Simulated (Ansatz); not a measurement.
Input file:

```
basis:
  gaussian: {orbitals: def2-TZVPD}
crystal:
  periodic: [false, false, false]
  atoms:
    - {symbol: C, position_ang: [-1.842117, 1.789111, -0.519748]}
    - {symbol: Ge, position_ang: [0.184442, 0.068587, -1.431898]}
    - {symbol: N, position_ang: [1.416037, -0.495138, -0.231451]}
    - {symbol: O, position_ang: [-0.702350, 1.048330, -0.206490]}
    - {symbol: H, position_ang: [-2.703126, 1.451972, 0.085192]}
    - {symbol: H, position_ang: [-1.682597, 2.859817, -0.298286]}
    - {symbol: H, position_ang: [-2.137161, 1.712654, -1.585636]}
    - {symbol: H, position_ang: [1.393197, -0.210769, 0.743786]}
    - {symbol: H, position_ang: [2.185453, -1.114465, -0.456089]}
hamiltonian: {xc: {name: PBE0}}
output: {forces: true, orbitals: {seedname: orbitals}}
```

Run with:

```sh
ansatz run input.yaml --threads 2 --pin off --max-ram 5220MiB --events-out events.jsonl --progress --plain --runs-dir runs
```

Geometry: PBE0-D4/def2-SVP.

Theory: isolated molecule in a Gaussian basis; Kohn-Sham density functional theory, functional PBE0 in Ansatz 0.2.0.

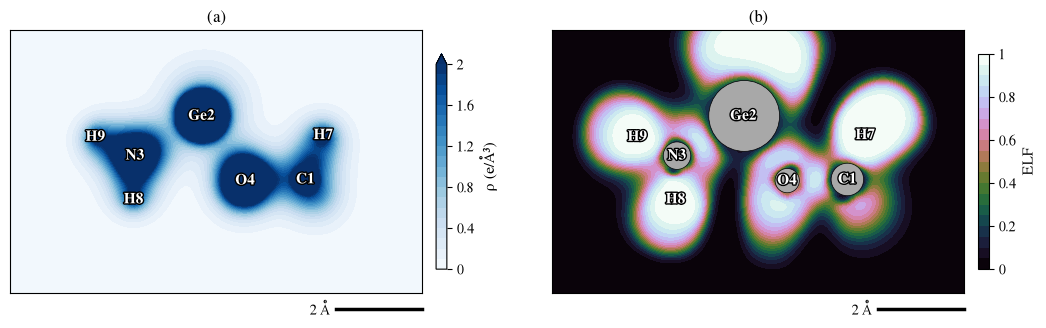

CH₅GeNO. (a) electron density; (b) electron localisation function on the plane of atoms Ge2, N3 and H9. Grey discs cover the atomic cores in the ELF map.

Describe what can be read from this map.

Answer. The plane passes through C, Ge, N, O and H nuclei. C–O (1.39 Å): the density is about 2.1 e/Å³ at the midpoint, with its minimum of 1.8 e/Å³ about 0.5 Å from C; the ELF peaks at about 0.90 between the atoms; a polar covalent bond. Ge–O (1.80 Å): ρ at the midpoint is about 0.93 e/Å³; the ELF peaks at about 0.85 in the valence shell of O, 0.6 Å from its nucleus, and is about 0.30 at the midpoint. Ge–N (1.81 Å): ρ is about 1 e/Å³ halfway; the ELF peaks at about 0.90 in the valence shell of N, 0.6 Å from its nucleus, and is about 0.40 at the midpoint. N–H (1.01 Å): the density is about 2.9 e/Å³ at the midpoint; the ELF climbs to about 1 towards the hydrogen, as it does in any bond to H (an ordinary covalent bond to hydrogen). C–H (1.11 Å): ρ is about 2 e/Å³ halfway; the ELF climbs to about 1 towards the hydrogen (a covalent bond by its length). The ELF also peaks beside O4, away from the bonds: lone-pair regions.
